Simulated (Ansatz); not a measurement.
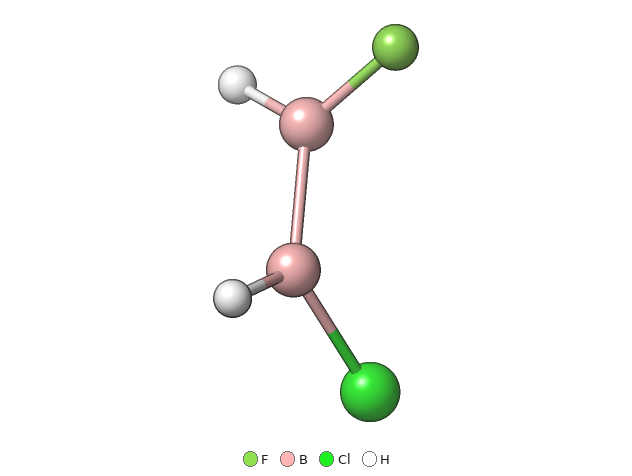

Rendered structure (ball-and-stick style).

The computed structure is the end point of a PBE0-D4/def2-TZVP optimisation.

Which formula does it have?

Answer. B2ClFH2, 6 atoms: 2 boron, 1 chlorine, 1 fluorine and 2 hydrogen.

How many atoms are distinct by symmetry?

Answer. 6: 1 F, 1 B, 1 B, 1 Cl, 1 H, 1 H.

More results for the same structure follow; atom numbers are the same in all pictures, views and colours differ.

### Geometry

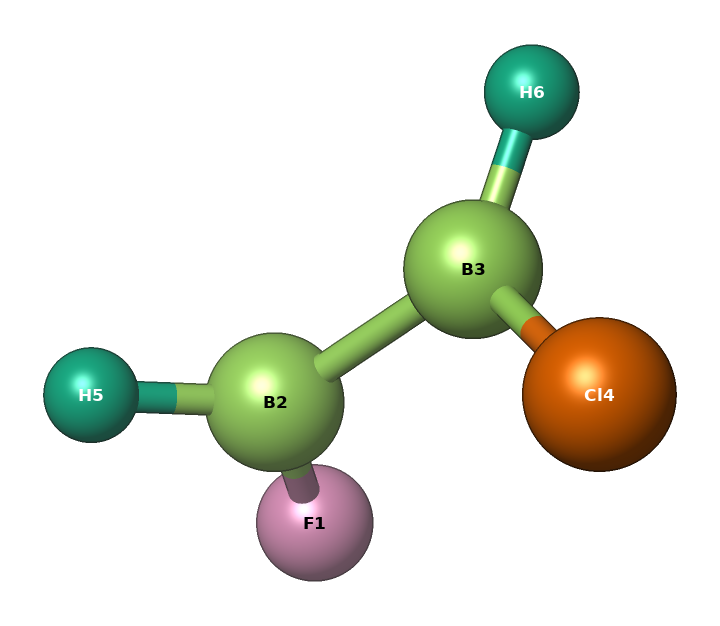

Numbered structure.

Estimate the angles F1–B2–B3, F1–B2–H5, B3–B2–H5, B2–B3–Cl4, B2–B3–H6, Cl4–B3–H6.

```csv
angle,degrees
F1–B2–B3,120.9
F1–B2–H5,116.2
B3–B2–H5,123.0
B2–B3–Cl4,118.0
B2–B3–H6,125.8
Cl4–B3–H6,116.1
```

### Dipole moment

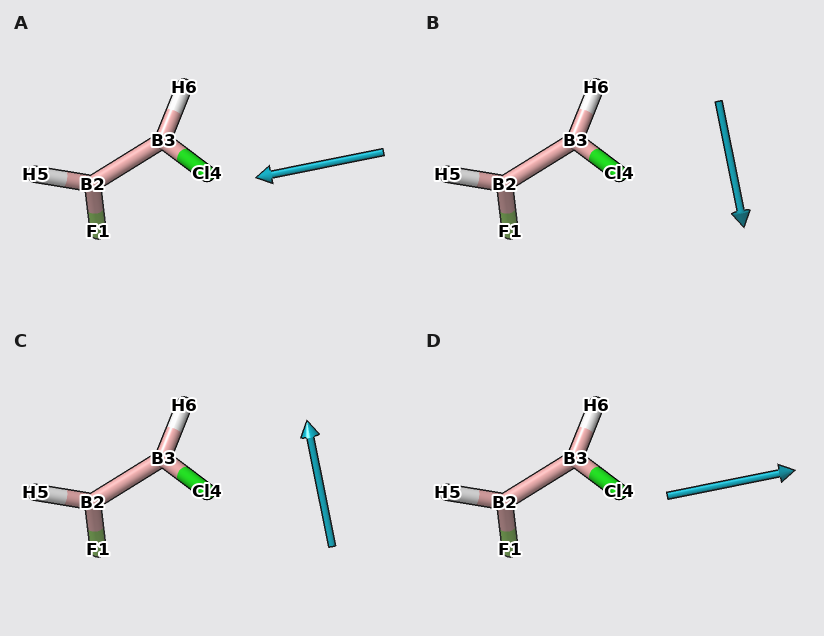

The same molecule four times, each with an arrow. Method: RKS PBE-D4/def2-TZVPP (Ansatz 0.2.0).

Which arrow points along the dipole moment, from the negative to the positive end?

Answer. C. The dipole moment is 0.66 D; it points from the side of F1 to the side of H6 (the outermost atoms at the two ends).

### Electronic properties

Properties computed with RKS ωB97M-V/def2-QZVPP (Ansatz 0.2.0).

What does the calculation give?

- HOMO energy (Kohn–Sham orbital): −10.29 eV
- LUMO energy (Kohn–Sham orbital): −0.09 eV
- HOMO–LUMO gap: 10.20 eV

### Charges

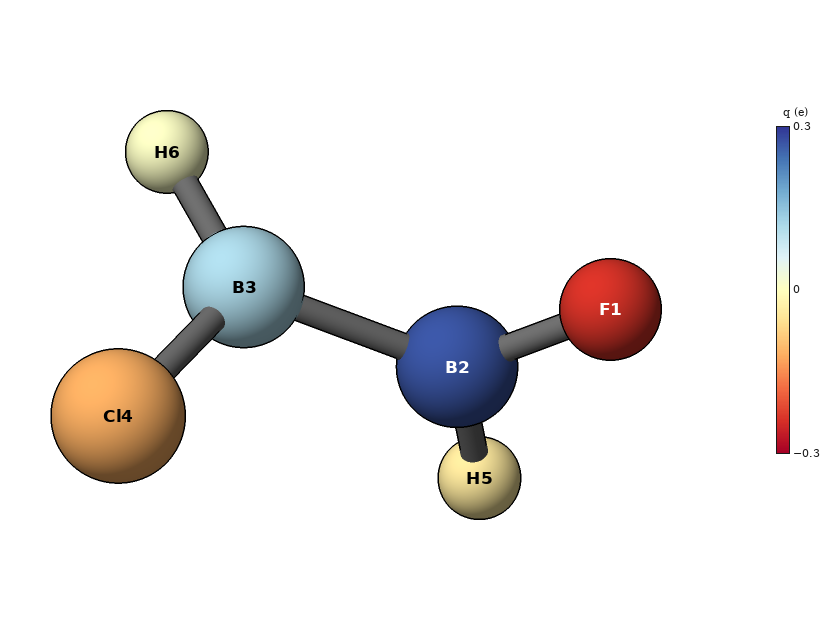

Atoms are coloured by their Mulliken charges. Level of theory: RKS r2SCAN-D4/def2-TZVPP (Ansatz 0.2.0).

Which atom carries the highest charge (most positive or least negative)?

Answer. B2 (0.27 e).

And the lowest?

Answer. F1 (−0.24 e).

List the Mulliken charges.

```csv
atom,value (e)
F1,−0.24
B2,0.27
B3,0.12
Cl4,−0.12
H5,−0.04
H6,0.01
```

### Vibrations

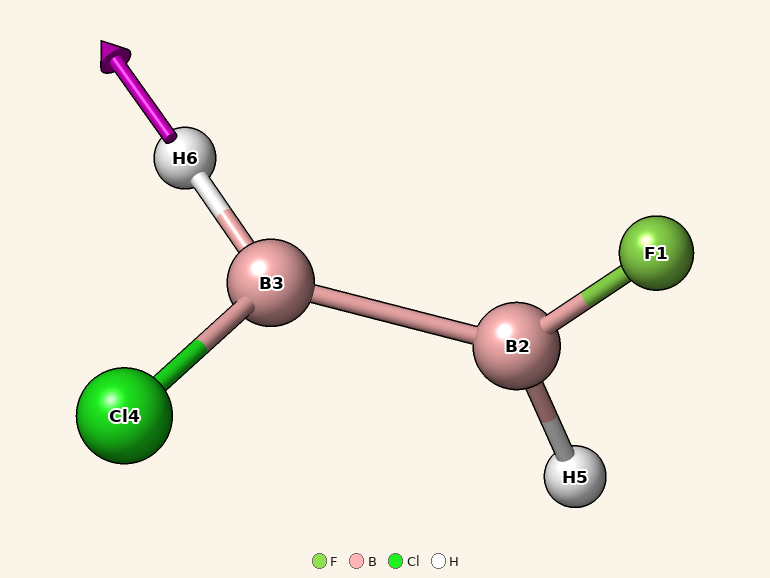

The arrows show one normal mode. Harmonic vibrations computed with RKS PBE0-D4/def2-TZVP (Ansatz 0.2.0) at a stationary point of the same level.

What kind of motion is it?

Answer. Mostly B–H stretching.

At what wavenumber does it lie?

Answer. 2631 cm⁻¹; it is mode 12 of 12 counted from the lowest.

Mulliken values depend strongly on the basis set and can even reverse the polarity of a bond.
